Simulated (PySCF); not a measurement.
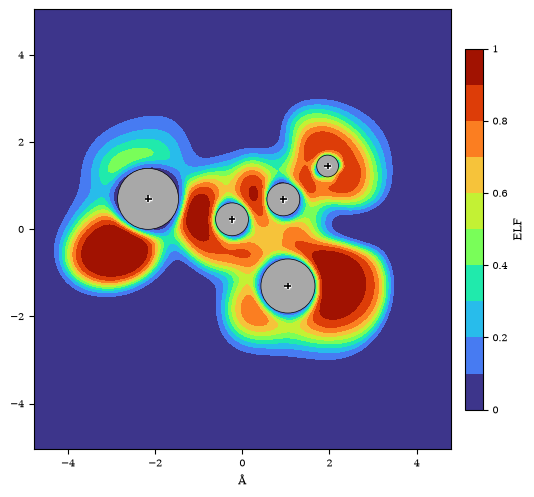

The electron localisation function on a plane through atoms (crosses mark nuclei in the plane; grey discs cover the cores).

All numbers below come from PySCF, CAM-B3LYP/def2-SVPD, SCF density, gas phase.

Candidates:
A. C$_{8}$H$_{6}$N$_{2}$ (SMILES c1cnc2ncccc2c1)
B. C$_{2}$H$_{4}$Br$_{2}$ (SMILES CC(Br)Br)
C. C$_{4}$H$_{6}$FNPSi (charge +1)

Q: Which candidate gave the map?

A: Candidate C: C$_{4}$H$_{6}$FNPSi on the plane of atoms F6, C5 and C7, which holds P, C, F and Si. C–C (1.26 Å): the ELF peaks at about 0.85 between the atoms (a multiple bond). C–F (1.27 Å): the ELF peaks at about 0.85 between the atoms, as expected for a shared but strongly polarised pair.
